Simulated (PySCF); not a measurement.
# CH₉AlO₂Si₂ (SMILES C[SiH2][O][AlH][O][SiH3]): what the fields show

```yaml
atoms:
  - { symbol: C, position_ang: [-2.8022, 0.0918, 0.5090] }
  - { symbol: Si, position_ang: [-2.0442, -0.0069, -1.2278] }
  - { symbol: O, position_ang: [-0.4814, -0.4846, -1.1008] }
  - { symbol: Al, position_ang: [1.0966, -1.0023, -0.9256] }
  - { symbol: O, position_ang: [2.2056, -0.3791, 0.1609] }
  - { symbol: Si, position_ang: [3.3023, 0.2094, 1.2194] }
  - { symbol: H, position_ang: [-2.7011, -0.8516, 1.0406] }
  - { symbol: H, position_ang: [-3.8604, 0.3297, 0.4569] }
  - { symbol: H, position_ang: [-2.3204, 0.8580, 1.1112] }
  - { symbol: H, position_ang: [-2.7068, -1.0250, -2.0498] }
  - { symbol: H, position_ang: [-2.0243, 1.3029, -1.8886] }
  - { symbol: H, position_ang: [1.5608, -2.1231, -1.8126] }
  - { symbol: H, position_ang: [2.9301, 1.5950, 1.5099] }
  - { symbol: H, position_ang: [4.6091, 0.1224, 0.5651] }
  - { symbol: H, position_ang: [3.2319, -0.6400, 2.4102] }
```

Geometry: GFN2-xTB.

Level of theory: PySCF 2.14.0, B3LYP/def2-SVPD, SCF density, gas phase.

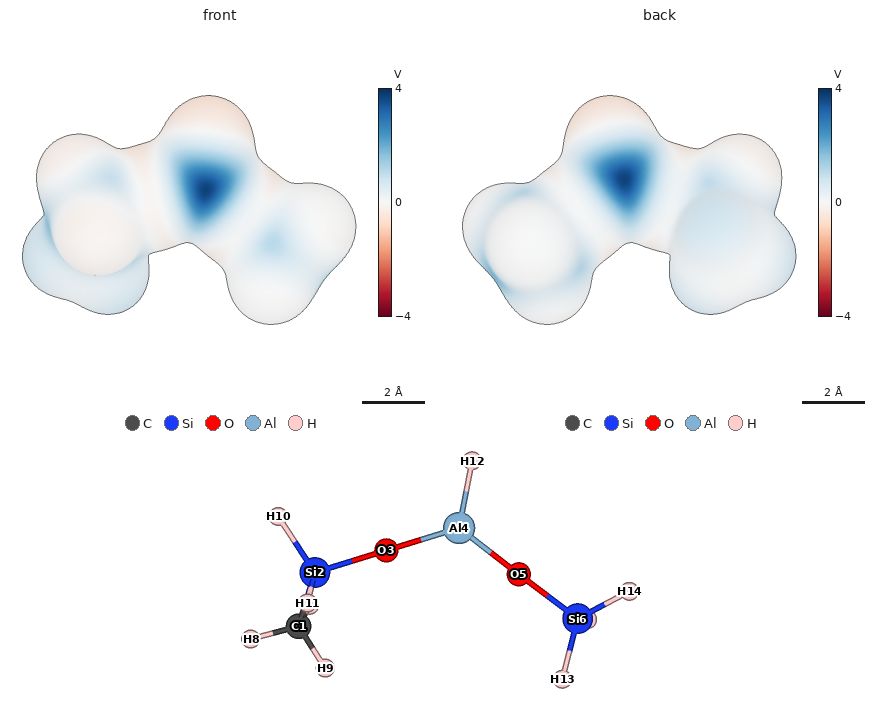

Figure 1. The molecular electrostatic potential painted on the density surface at 0.002 e/bohr³, seen from the front and from behind; red is negative and blue positive. The bare structure is drawn below in the same view.

Question: Describe the electrostatic potential map.

Answer: The most negative region (about −0.5 V, or −12 kcal/mol for a unit charge) lies over H12, the most positive (about +3.4 V, or +78 kcal/mol for a unit charge) over Al4.

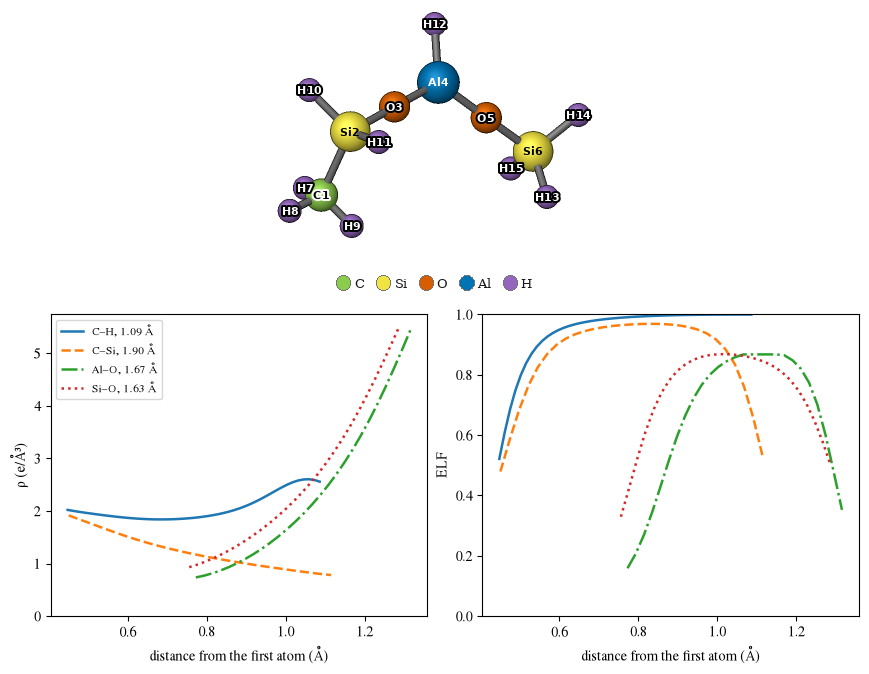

Figure 2. Total electron density and electron localisation function along straight lines between neighbouring atoms. The curves leave out the atomic cores. The structure is drawn too.

Question: Compare the contacts.

Answer: C–H (1.09 Å): ρ at the midpoint is about 1.9 e/Å³; the ELF climbs to about 1 towards the hydrogen, as it does in any bond to H; a covalent bond by its length.
C–Si (1.90 Å): ρ at the midpoint is about 0.94 e/Å³; the ELF peaks at about 0.95 between the atoms (a covalent bond).
Al–O (1.67 Å): the density is about 0.87 e/Å³ at the midpoint; the ELF peaks at about 0.85 in the valence shell of O, 0.6 Å from its nucleus, and is about 0.35 at the midpoint.
Si–O (1.63 Å): the density is about 1.1 e/Å³ at the midpoint; the ELF peaks at about 0.85 between the atoms; a shared but strongly polarised pair.
